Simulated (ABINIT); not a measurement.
**A GW chain in ABINIT: SiC (F-43m)**

Wanted: ground state, empty states, screening and self-energy for SiC (F-43m).

Method: LDA and many-body steps on it, plane waves, in ABINIT 10.8.3.

**Experimental background.**

- Gap 2.4 eV: Tauc optical (indirect) gap of annealed polycrystalline 3C-SiC; UV-VIS spectroscopic ellipsometry, Tauc analysis; film (CVD ultrathin polycrystalline film, annealed, about 5 nm grains) (“On-Demand CMOS-Compatible Fabrication of Ultrathin Self-Aligned SiC Nanowire Arrays”, 2018, pmc:6267454).

- Gap 2.39 eV: band gap at cryogenic temperature; bulk crystal (literature value) (quoted in “Silicon carbide diodes for neutron detection”, 2020, arxiv:2009.14696).

## 1. The starting structure

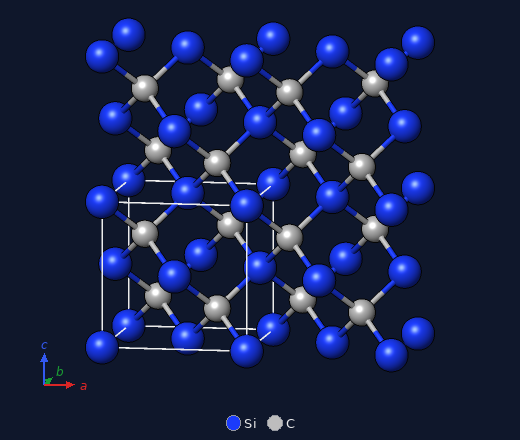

Start, viewed slightly off an axis; silicon blue, carbon light grey. 2×1×2 cells are drawn. This picture shows the conventional cell, with its axes. Bonds to atoms that aren't drawn are left out. Some periodic images of atoms are drawn too.

The cell and positions come from the Crystallography Open Database and are kept as given unless a step says otherwise.

## 2. Ground state

This step: ABINIT 10.8.3; DFT, LDA, plane waves, norm-conserving pseudopotentials.

The ground-state density comes first.

run.abi

```
acell 3*1.0 Angstrom
rprim 
  -0.000000000000 2.179000000000 2.179000000000
  2.179000000000 -0.000000000000 2.179000000000
  2.179000000000 2.179000000000 -0.000000000000
ntypat 2
znucl 14 6
natom 2
typat 1 2
xred 
  0.000000000000 0.000000000000 0.000000000000
  0.250000000000 0.250000000000 0.250000000000
pp_dirpath "pseudos"
pseudos "Si.upf, C.upf"
ecut 37
ngkpt 8 8 8
nshiftk 1
shiftk 0 0 0
kptopt 1
chksymbreak 0
nband 9
occopt 1
tolvrs 1e-10
nstep 60
prtwf 0
indata_prefix "in"
outdata_prefix "out"
tmpdata_prefix "tmp"
```

Command:

```sh
OMP_NUM_THREADS=1 mpirun -n 8 abinit run.abi > log
```

Numbers of over 12 decimals in the logs are rounded to 6 here.

What it wrote:

```text
.Version 10.8.3 of ABINIT. v10.8.2 released Aug 2026.

 Symmetries : space group F-4 3 m (#216); Bravais cF (face-center cubic)
================================================================================
 Values of the parameters that define the memory need of the present run
     intxc =       0    ionmov =       0      iscf =       7    lmnmax =       6
     lnmax =       6     mgfft =      32  mpssoang =       3    mqgrid =    3001
     natom =       2  nloc_mem =       1    nspden =       1   nspinor =       1
    nsppol =       1      nsym =      24    n1xccc =    2501    ntypat =       2
    occopt =       1   xclevel =       1
-    mband =           9        mffmem =           1         mkmem =           4
       mpw =        1514          nfft =       32768          nkpt =          29
================================================================================
  Rough estimation (10% accuracy) of disk space for files :
================================================================================

--------------------------------------------------------------------------------
------------- Echo of variables that govern the present computation ------------
--------------------------------------------------------------------------------
 -outvars: echo values of preprocessed input variables --------
            acell      1.8897261259E+00  1.8897261259E+00  1.8897261259E+00 Bohr

      chksymbreak           0
             ecut      3.70000000E+01 Hartree
-          fftalg         312

              ixc       -1012
              kpt      0.00000000E+00  0.00000000E+00  0.00000000E+00
                       1.25000000E-01  0.00000000E+00  0.00000000E+00
                       2.50000000E-01  0.00000000E+00  0.00000000E+00
                       3.75000000E-01  0.00000000E+00  0.00000000E+00
                       5.00000000E-01  0.00000000E+00  0.00000000E+00
                       1.25000000E-01  1.25000000E-01  0.00000000E+00
                       2.50000000E-01  1.25000000E-01  0.00000000E+00
                       3.75000000E-01  1.25000000E-01  0.00000000E+00
                       5.00000000E-01  1.25000000E-01  0.00000000E+00
   [... 18 further rows ...]
                      -3.75000000E-01  5.00000000E-01  1.25000000E-01
                      -2.50000000E-01  5.00000000E-01  2.50000000E-01
         kptrlatt        8    0    0      0    8    0      0    0    8
          kptrlen      4.65866071E+01
P           mkmem           4
            natom           2
            nband           9
            ngfft          32      32      32
             nkpt          29
            nstep          60
             nsym          24
           ntypat           2
              occ      2.000000  2.000000  2.000000  2.000000  0.000000  0.000000
[...]
prtwf           0
            rprim     -0.0000000000E+00  2.1790000000E+00  2.1790000000E+00
[...]
spgroup         216

           tolvrs      1.00000000E-10

             xred      0.0000000000E+00  0.0000000000E+00  0.0000000000E+00
[...]
znucl       14.00000    6.00000

================================================================================

 chkinp: Checking input parameters for consistency.

================================================================================
== DATASET  1 ==================================================================
-   mpi_nproc: 8, omp_nthreads: 1 (-1 if OMP is not activated)

--- !DatasetInfo
iteration_state: {dtset: 1, }
dimensions: {natom: 2, nkpt: 29, mband: 9, nsppol: 1, nspinor: 1, nspden: 1, mpw: 1514, }
cutoff_energies: {ecut:  37.0, pawecutdg:  -1.0, }
electrons: {nelect:   8.00000000E+00, charge:   0.00000000E+00, occopt:   1.00000000E+00, tsmear:   1.00000000E-02, }

 Real(R)+Recip(G) space primitive vectors, cartesian coordinates (Bohr,Bohr^-1):
 R(1)=  0.0000000  4.1177132  4.1177132  G(1)= -0.1214266  0.1214266  0.1214266
 R(2)=  4.1177132  0.0000000  4.1177132  G(2)=  0.1214266 -0.1214266  0.1214266
 R(3)=  4.1177132  4.1177132  0.0000000  G(3)=  0.1214266  0.1214266 -0.1214266
 Unit cell volume ucvol=  1.3963629E+02 bohr^3
 Angles (23,13,12)=  6.00000000E+01  6.00000000E+01  6.00000000E+01 degrees

 getcut: wavevector=  0.0000  0.0000  0.0000  ngfft=  32  32  32
         ecut(hartree)=     37.000   => boxcut(ratio)=   2.00684

--- Pseudopotential description ------------------------------------------------
- Si Generated using ONCVPSP code by D. R. Hamann
- 14.00000   4.00000  180309                  znucl, zion, pspdat
12 -1012 2 -1 1510                            pspcod,pspxc,lmax,lloc,mmax
     nproj     2     2     2
  pspatm : epsatm=    6.67003958
         --- l  ekb(1:nproj) -->
[...]
pspatm: atomic psp has been read  and splines computed

- C Generated using ONCVPSP code by D. R. Hamann
-  6.00000   4.00000  180309                  znucl, zion, pspdat
12 -1012 1 -1 1234                            pspcod,pspxc,lmax,lloc,mmax
     nproj     2     2     0
  pspatm : epsatm=    4.35103003
         --- l  ekb(1:nproj) -->
[...]
1   -4.185684   -0.892924
 pspatm: atomic psp has been read  and splines computed

   8.81685569E+01                                ecore*ucvol(ha*bohr**3)
--------------------------------------------------------------------------------

_setup2: Arith. and geom. avg. npw (full set) are    1500.803    1500.779

================================================================================

--- !BeginCycle
iteration_state: {dtset: 1, }
solver: {iscf: 7, nstep: 60, nline: 4, wfoptalg: 0, }
tolerances: {tolvrs: 1.00E-10, }

     iter   Etot(hartree)      deltaE(h)  residm     vres2
 ETOT  1  -10.207468432090    -1.021E+01 1.602E-01 4.027E+02
 ETOT  2  -10.269830172932    -6.236E-02 1.534E-02 1.806E+02
 ETOT  3  -10.316336686876    -4.651E-02 7.164E-02 1.939E-01
 ETOT  4  -10.316376261104    -3.957E-05 2.117E-02 1.694E-03
 ETOT  5  -10.316376500690    -2.396E-07 2.633E-03 6.699E-05
 ETOT  6  -10.316376510069    -9.379E-09 8.757E-03 3.250E-07
 ETOT  7  -10.316376510114    -4.439E-11 3.396E-04 2.456E-09
 ETOT  8  -10.316376510114    -4.707E-13 8.293E-04 3.609E-11

 At SCF step    8       vres2   =  3.61E-11 < tolvrs=  1.00E-10 =>converged.

 Cartesian components of stress tensor (hartree/bohr^3)
  sigma(1 1)=  1.77004703E-04  sigma(3 2)=  0.00000000E+00
  sigma(2 2)=  1.77004703E-04  sigma(3 1)=  0.00000000E+00
  sigma(3 3)=  1.77004703E-04  sigma(2 1)=  0.00000000E+00

--- !ResultsGS
iteration_state: {dtset: 1, }
comment   : Summary of ground state results
lattice_vectors:
- [ -0.0000000,   4.1177132,   4.1177132, ]
- [  4.1177132,  -0.0000000,   4.1177132, ]
- [  4.1177132,   4.1177132,  -0.0000000, ]
lattice_lengths: [   5.82333,    5.82333,    5.82333, ]
lattice_angles: [ 60.000,  60.000,  60.000, ] # degrees, (23, 13, 12)
lattice_volume:   1.3963629E+02
convergence: {deltae: -4.707E-13, res2:  3.609E-11, residm:  8.293E-04, diffor: null, }
etotal    :  -1.03163765E+01
entropy   :   0.00000000E+00
fermie    :   2.61161438E-01
cartesian_stress_tensor: # hartree/bohr^3
- [  1.77004703E-04,   0.00000000E+00,   0.00000000E+00, ]
- [  0.00000000E+00,   1.77004703E-04,   0.00000000E+00, ]
- [  0.00000000E+00,   0.00000000E+00,   1.77004703E-04, ]
pressure_GPa:  -5.2077E+00
xred      :
- [  0.0000E+00,   0.0000E+00,   0.0000E+00, Si]
- [  2.5000E-01,   2.5000E-01,   2.5000E-01,  C]
cartesian_forces: # hartree/bohr
- [ -0.00000000E+00,  -0.00000000E+00,  -0.00000000E+00, ]
- [ -0.00000000E+00,  -0.00000000E+00,  -0.00000000E+00, ]
force_length_stats: {min:   0.00000000E+00, max:   0.00000000E+00, mean:   0.00000000E+00, }

 Integrated electronic density in atomic spheres:
 ------------------------------------------------
 Atom  Sphere_radius  Integrated_density
    1        2.00000          1.94546494
    2        2.00000          4.20941713
================================================================================

 ----iterations are completed or convergence reached----

 Mean square residual over all n,k,spin=   31.972E-07; max=  82.925E-05
 reduced coordinates (array xred) for    2 atoms
       0.000000000000      0.000000000000      0.000000000000
       0.250000000000      0.250000000000      0.250000000000
 rms dE/dt=  0.0000E+00; max dE/dt=  0.0000E+00; dE/dt below (all hartree)
    1       0.000000000000      0.000000000000      0.000000000000
    2       0.000000000000      0.000000000000      0.000000000000

 cartesian coordinates (angstrom) at end:
    1      0.000000     0.000000     0.000000
    2      1.089500     1.089500     1.089500

 cartesian forces (hartree/bohr) at end:
    1     -0.000000    -0.000000    -0.000000
    2     -0.000000    -0.000000    -0.000000
 frms,max,avg= 0.0000000E+00 0.0000000E+00   0.000E+00  0.000E+00  0.000E+00 h/b

 cartesian forces (eV/Angstrom) at end:
    1     -0.000000    -0.000000    -0.000000
    2     -0.000000    -0.000000    -0.000000
 frms,max,avg= 0.0000000E+00 0.0000000E+00   0.000E+00  0.000E+00  0.000E+00 e/A
 length scales=  1.889726125908  1.889726125908  1.889726125908 bohr
              =  1.000000000000  1.000000000000  1.000000000000 angstroms
 prteigrs : about to open file out_EIG
 Fermi (or HOMO) energy (hartree) =   0.26116   Average Vxc (hartree)=  -0.42137
 Eigenvalues (hartree) for nkpt=  29  k points:
 kpt#   1, nband=  9, wtk=  0.00195, kpt=  0.0000  0.0000  0.0000 (reduced coord)
  -0.30203    0.26116    0.26116    0.26116    0.49215    0.52586    0.52586    0.52586
   0.79394
 prteigrs : prtvol=0 or 1, do not print more k-points.

--- !EnergyTerms
iteration_state     : {dtset: 1, }
comment             : Components of total free energy in Hartree
kinetic             :  5.91848961843546E+00
hartree             :  1.15542790260184E+00
xc                  : -3.77802535354891E+00
Ewald energy        : -1.04656108775139E+01
psp_core            :  6.31415798608943E-01
local_psp           : -4.07529862783785E+00
non_local_psp       :  2.97225029140089E-01
total_energy        : -1.03163765101143E+01
total_energy_eV     : -2.80722905875686E+02
band_energy         :  3.63837565426888E-01

 Cartesian components of stress tensor (hartree/bohr^3)
  sigma(1 1)=  1.77004703E-04  sigma(3 2)=  0.00000000E+00
  sigma(2 2)=  1.77004703E-04  sigma(3 1)=  0.00000000E+00
  sigma(3 3)=  1.77004703E-04  sigma(2 1)=  0.00000000E+00

-Cartesian components of stress tensor (GPa)         [Pressure= -5.2077E+00 GPa]
- sigma(1 1)=  5.20765814E+00  sigma(3 2)=  0.00000000E+00
- sigma(2 2)=  5.20765814E+00  sigma(3 1)=  0.00000000E+00
- sigma(3 3)=  5.20765814E+00  sigma(2 1)=  0.00000000E+00

== END DATASET(S) ==============================================================
================================================================================

 -outvars: echo values of variables after computation  --------
           etotal     -1.0316376510E+01
            nband           9
             nkpt          29
          spgroup         216
 [... the other variables as echoed above ...]

 Calculation completed.
```

It took 2.4 s on 8 MPI ranks of Arm Neoverse V2, shared host; peak memory 0.07 GiB.

This step gave:

| Item | Value |
| --- | --- |
| total energy | -280.7229 eV |
| gap | 1.327 eV |
| k of the valence top | 0, 0, 0 |
| k of the conduction bottom | 0.5, 0.5, 0 |
| least direct gap | 4.526 eV |
| pressure | -5.208 GPa |

The gap is indirect, with the least direct gap 3.20 eV higher.

The cutoff was set for levels, not for stress, so the pressure can be off by some GPa.

(Continued in part 2 of 3.)

[Paths, hosts, dates, memory and timing lines, banners, echoed tables and standing remarks are left out of the program output.]

[Logs are printed without paths, hosts, clocks, repeated set-up lines and the standing remarks that a program may print on its own settings, such as how far it seeks lower states.]

[Runs of the session that timed out or met a known fault of the program may be left out.]

[Hosts, paths, dates, database ids (printed as entryN), source tags and the programs' standing remarks are cut or masked in the printed files.]

[G0W0 gaps are taken among the corrected bands and points alone; a level outside them can change the order at an edge.]

[Where Ansatz stands beside ABINIT at settings called matched, ABINIT's density can come from a denser mesh and the files from another edition; pairs whose starting gaps differed by over 0.03 eV were left out, so agreement reads better than it is.]
